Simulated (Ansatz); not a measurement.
**Effect of Li → Be on Li**

The reference is Li in the bcc (W type) structure (space group Im-3m, No. 229; a = 3.4763 Å).

One thing is altered: Be takes the place of Li on all its sites; the structure is relaxed again.

Calculations: Ansatz (a program for electronic structure) r2SCAN, no SOC, earlier PAW set. Settings: 26×26×26 k-points, 0.05 eV Fermi–Dirac smearing, for the changed cell.

* **Volume per atom**: 7.81 Å³ (base 21.00 Å³)
* **Density**: 1.92 g/cm³ (base 0.55 g/cm³)
* **Lattice parameter a**: 2.500 Å (base 3.476 Å)
* **Space group**: Im-3m (No. 229) (base Im-3m (No. 229))
* **Shortest interatomic distance**: 2.165 Å (base 3.011 Å)
* **Band gap**: zero (base zero)

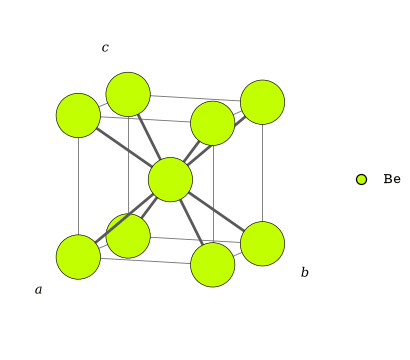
Figure: The relaxed conventional cell after the change

Stability against distortions was not tested. For Be in this form, whether it has been made was not checked. This is not the structure that Be has at room temperature and ambient pressure.
